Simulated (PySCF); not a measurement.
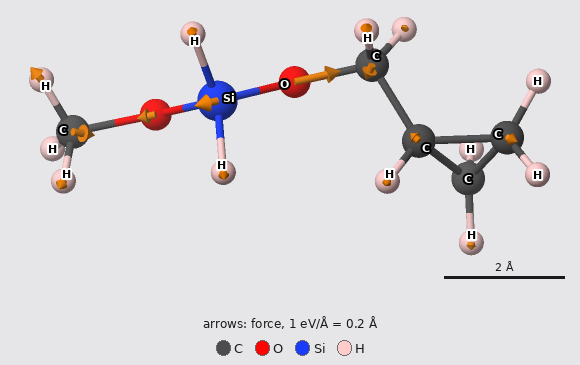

Starting geometry of C5H12O2Si with the computed forces as orange arrows. The picture is a ball-and-stick view, seen from a free direction.

The start comes from GFN2-xTB. Its atoms were then displaced at random by about 0.01 Å.

All numbers below come from PySCF 2.14.0, density-fitted response routines, PBE0-D3(BJ)/def2-SVP geometry optimisation, gas phase. 

Is this structure relaxed? If not, where do the atoms go?

Answer. It isn't relaxed: the largest force vector, on an O atom, is 4.13 eV/Å. The final displacements have little in common with the starting forces (cosine between the two patterns −0.09). The largest move after the best rigid fit is that of an H atom, 2.94 Å. By element the largest moves are H 2.94 Å, O 1.45 Å, Si 1.34 Å, C 1.17 Å. Among the contacts that change: O–Si 1.569 → 1.658 Å, C–H 1.063 → 1.101 Å, O–Si 1.622 → 1.659 Å, C–H 1.079 → 1.106 Å. Bond angles that change, for instance: O–Si–O 98.4° → 111.6°, O–Si–H 114.4° → 104.5°, O–Si–H 111.8° → 104.4°. Groups turn about O–Si by about 115°, O–Si by about 115°, C–O by about 105°. The energy falls by 51.9 kJ/mol in 35 geometry steps.
